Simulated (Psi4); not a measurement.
# CH6In− ([InMeH3]-): BLYP/def2-SVP (core potential)

Aim: the energy change on altering one bond length of CH6In− ([InMeH3]-) at BLYP/def2-SVP (core potential), from 2 runs. 

Program for the calculation: Psi4 1.11.

9 further runs of the same task are left out: 6 that didn't finish, 3 set aside as unsound or not needed.

## (1) The structure to begin with

CH6In− has 8 atoms, charge -1, and is taken as a singlet. SMILES: `[H][In-]([H])([H])[CH3]`. Geometry: a GFN1-xTB relaxation, a rough one for these elements and not checked as a minimum.

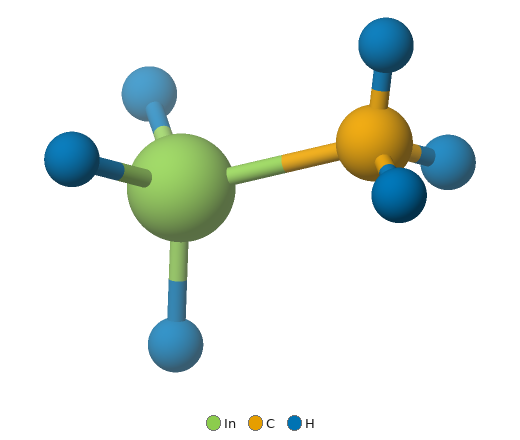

Viewed from a chosen angle; indium green, carbon amber, hydrogen blue.

## (2) Energy and gradient at BLYP/def2-SVP (core potential)

input.inp reads:

```
memory 1.6 GB

molecule geom {
  -1 1
  In    -0.001350     0.004040    -1.090270
  C      0.001900    -0.004620     1.198730
  H     -1.006230     0.050170     1.635270
  H      0.555220     0.839750     1.635590
  H      0.458590    -0.907510     1.631170
  H      1.663550    -0.013990    -1.671780
  H     -0.817460     1.457620    -1.665590
  H     -0.854210    -1.425450    -1.673120
  units angstrom
  symmetry c1
}

set globals {
  puream               true
  e_convergence        1e-09
  d_convergence        1e-08
  scf_type             pk
  dft_radial_points    99
  dft_spherical_points 590
}

energy_value, wavefunction = gradient("blyp/def2-SVP", return_wfn=True)
```

Command:

```console
$ psi4 -n 1 input.inp input.out
```

input.out:

```text
[...]
    !!!  WARNING: ECP capability is in beta. Please check occupations closely.  !!!
[...]
  Running in c1 symmetry.
[...]
  Nuclear repulsion =   73.746356879251891
[...]
  Multiplicity = 1
[...]
  Nalpha       = 17
  Nbeta        = 17
[...]
    Number of basis functions: 70
[...]
   @RKS iter   1:  -231.17362249263931   -7.19219e-01   1.33552e-02 ADIIS/DIIS
[...]
   @RKS iter  11:  -231.70563821115093   -3.12639e-12   4.67209e-09 DIIS
[...]
    Orbital Energies [Eh]
    ---------------------
    Doubly Occupied:
       1A     -9.718495     2A     -4.241504     3A     -2.680087
       4A     -2.680079     5A     -2.679416     6A     -0.448846
       7A     -0.446903     8A     -0.446891     9A     -0.439737
      10A     -0.439722    11A     -0.398331    12A     -0.164631
      13A     -0.150165    14A     -0.150110    15A     -0.028366
      16A     -0.028241    17A     -0.018856
[...]
  @RKS Final Energy:  -231.70563821115093
   => Energetics <=
    Nuclear Repulsion Energy =             73.7463568792518913
    One-Electron Energy =                -543.3297895742073251
    Two-Electron Energy =                 262.2752127255376990
    DFT Exchange-Correlation Energy =     -24.3974182417332059
    Empirical Dispersion Energy =           0.0000000000000000
    VV10 Nonlocal Energy =                  0.0000000000000000
    Total Energy =                       -231.7056382111509265
[...]
 Multipole Moments:
 ------------------------------------------------------------------------------------
     Multipole            Electronic (a.u.)      Nuclear  (a.u.)        Total (a.u.)
 ------------------------------------------------------------------------------------
 L = 1.  Multiply by 2.5417464519 to convert [e a0] to [Debye]
 Dipole X            :         -0.0281716            0.0292691            0.0010975
 Dipole Y            :          0.0829503           -0.0829583           -0.0000080
 Dipole Z            :        -21.9033315           22.1853622            0.2820307
 Magnitude           :                                                    0.2820328
[...]
  -Total Gradient:
     Atom            X                  Y                   Z
    ------   -----------------  -----------------  -----------------
       1       -0.000009824465     0.000104928097    -0.008752137913
       2       -0.000099907955     0.000093144260     0.002187817205
       3        0.009633337354    -0.000499905772    -0.000579270385
       4       -0.005248679151    -0.008076205102    -0.000585327198
       5       -0.004266442025     0.008413481889    -0.000382245007
       6       -0.009007707254     0.000134399946     0.002727666472
       7        0.004408644180    -0.007931151734     0.002644303695
       8        0.004590887533     0.007760590390     0.002739059379
[...]
```

It took 11 s on 1 thread of Intel Xeon 6975P-C (Granite Rapids), shared host; peak memory 1.1 GiB.

## (3) The distorted shape: a single-point energy at BLYP/def2-SVP (core potential)

ch6in.in reads:

```
memory 1.6 GB

molecule mol {
  -1 1
  In
  C 1 2.9757
  H 2 1.099952 1 113.2896
  H 2 1.099987 3 105.37758 1 124.3568
  H 2 1.100355 3 105.3844 4 111.14556
  H 1 1.763624 2 109.16821 3 177.49336
  H 1 1.763498 6 109.73874 2 119.73048
  H 1 1.763668 7 109.6625 6 -120.72745
  symmetry c1
  no_reorient
  no_com
}

set basis def2-SVP
set puream true
set e_convergence 1e-09
set d_convergence 1e-08
set scf_type pk
set dft_radial_points 99
set dft_spherical_points 590

energy_value, wavefunction = energy("blyp", return_wfn=True)
oeprop(wavefunction, "MAYER_INDICES", "QUADRUPOLE", "LOWDIN_CHARGES")
```

Command:

```console
$ psi4 -i ch6in.in -o ch6in.out -n 1
```

ch6in.out:

```text
[...]
    !!!  WARNING: ECP capability is in beta. Please check occupations closely.  !!!
[...]
  Running in c1 symmetry.
[...]
  Nuclear repulsion =   64.301703959839884
[...]
  Multiplicity = 1
[...]
  Nalpha       = 17
  Nbeta        = 17
[...]
    Number of basis functions: 70
[...]
   @RKS iter   1:  -231.15476402875467   -8.11816e-01   1.30318e-02 ADIIS/DIIS
[...]
   @RKS iter  13:  -231.67539870288857   -2.27374e-13   1.07379e-09 DIIS
[...]
    Orbital Energies [Eh]
    ---------------------
    Doubly Occupied:
       1A     -9.722476     2A     -4.266106     3A     -2.705827
       4A     -2.703606     5A     -2.703600     6A     -0.470037
       7A     -0.470028     8A     -0.465952     9A     -0.463273
      10A     -0.463258    11A     -0.392962    12A     -0.176938
      13A     -0.141951    14A     -0.141898    15A     -0.046788
      16A     -0.046650    17A      0.006010
[...]
  @RKS Final Energy:  -231.67539870288857
   => Energetics <=
    Nuclear Repulsion Energy =             64.3017039598398839
    One-Electron Energy =                -523.9905157557500388
    Two-Electron Energy =                 252.3471821722271216
    DFT Exchange-Correlation Energy =     -24.3337690792055312
    Empirical Dispersion Energy =           0.0000000000000000
    VV10 Nonlocal Energy =                  0.0000000000000000
    Total Energy =                       -231.6753987028885717
[...]
 Multipole Moments:
 ------------------------------------------------------------------------------------
     Multipole            Electronic (a.u.)      Nuclear  (a.u.)        Total (a.u.)
 ------------------------------------------------------------------------------------
 L = 1.  Multiply by 2.5417464519 to convert [e a0] to [Debye]
 Dipole X            :         -0.0000254           -0.0008508           -0.0008762
 Dipole Y            :          0.0029960           -0.0022809            0.0007151
 Dipole Z            :        -29.5654762           29.0253851           -0.5400911
 Magnitude           :                                                    0.5400923
 L = 2.  Multiply by 1.3450342976 to convert [e a0^2] to [Debye ang]
 Quadrupole XX       :        -52.3463420           20.3127688          -32.0335732
 Quadrupole XY       :          0.0125931           -0.0105082            0.0020849
[...]
```

Wall time 8.1 s (1 thread of Intel Xeon 6975P-C (Granite Rapids), shared host); peak memory 1 GiB.

## (4) Outcome

Level: BLYP/def2-SVP (core potential).

| quantity | value |
| --- | --- |
| first shape: total energy | -231.70564 Eh |
| first shape: HOMO energy | -0.51 eV |
| first shape: LUMO energy | 4.81 eV |
| first shape: HOMO–LUMO gap (to an unbound level, set by the basis) | 5.32 eV |
| first shape: largest force on an atom | 0.497 eV/Å |
| distorted shape: total energy | -231.67540 Eh |
| distorted shape: HOMO energy | 0.16 eV |
| distorted shape: LUMO energy | 3.69 eV |
| distorted shape: HOMO–LUMO gap (to an unbound level, set by the basis) | 3.53 eV |
| energy change with the In1–C2 bond stretched from 2.289 to 2.976 Å | 0.823 eV |

**Reading.** With the In1–C2 bond stretched from 2.289 to 2.976 Å the energy rises by 0.82 eV (79.4 kJ/mol). The first shape isn't relaxed at this level, so the change isn't measured from a minimum. The largest force (first shape) is 0.50 eV/Å: the shape isn't a stationary point for this species at this level. The HOMO (distorted shape) lies at positive energy, 0.16 eV, as semi-local functionals often give for anions; only total energies tell whether the electron is bound.
